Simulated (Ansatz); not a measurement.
One stationary structure of Mg2Ge. Method: PBEsol (plane waves to 420 eV, PAW, scalar-relativistic; Ansatz, an electronic-structure program).

Fm-3m (No. 225), cF12, anti-fluorite type; a = b = c = 6.365 Å, α = β = γ = 90.00°.

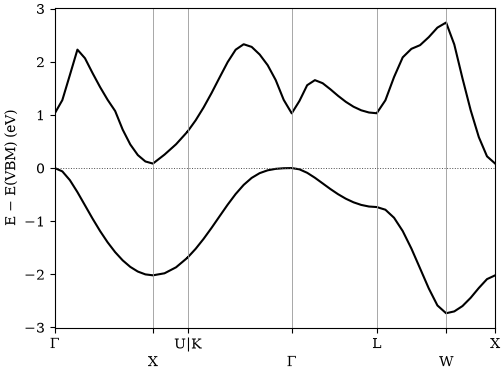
*Highest filled and lowest empty band along the path of this cell's Brillouin zone*

Task: Read off the gap and say whether it is direct.

Result: 0.08 eV, indirect (valence top at Γ, conduction bottom at X) (no spin-orbit coupling).

Task: How far does the top valence band disperse along this path?

Result: About 2.7 eV.

No spin polarisation in the result.

Measured for Mg2Ge: gap 0.74 eV (as listed in Byungki Ryu et al., Journal of the Korean Physical Society (2019)). Computed minus measured — gap: PBEsol -0.66 eV. The computed values are for a static lattice, and a measured gap can be an optical one, lowered by exciton binding.

The run could not lose the symmetry of its start; a randomly shaken copy of 3 atoms returns to this structure.

All atoms sit on sites fixed by symmetry, so only the cell could relax.
